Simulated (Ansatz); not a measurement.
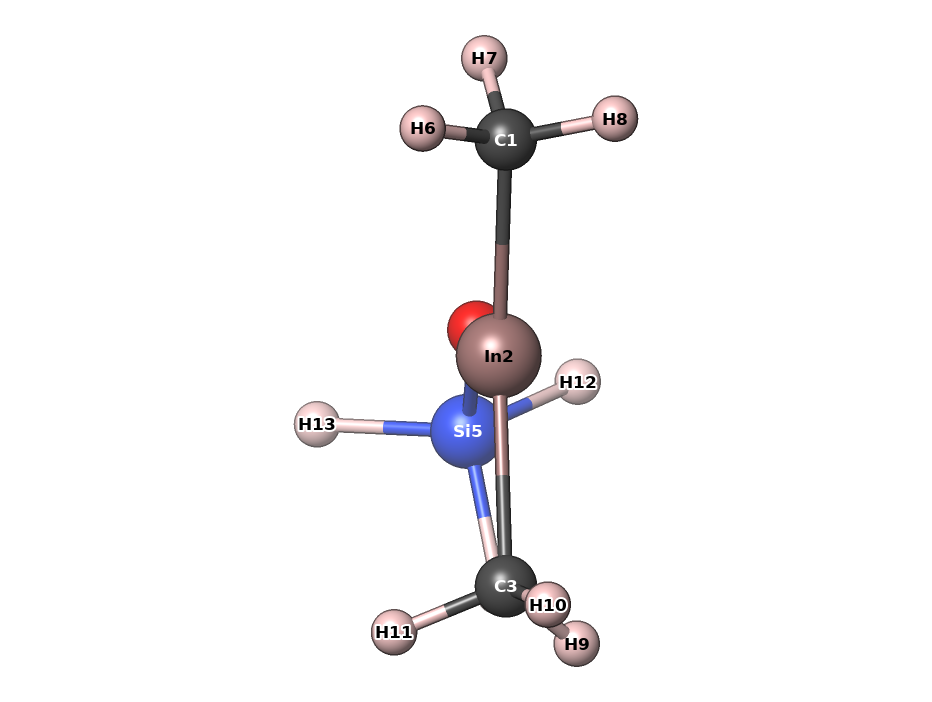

O4 lies behind In2. The molecule seen nearly along the In2–O4 bond, In2 in front. Atoms fade into the background with distance from the viewer. The computed structure is the end point of a PBE0-D4/def2-TZVP optimisation.

**What is the torsion angle C1–In2–O4–Si5? The sign is positive where the front bond must turn clockwise to cover the back bond.**

178°, antiperiplanar (anti).
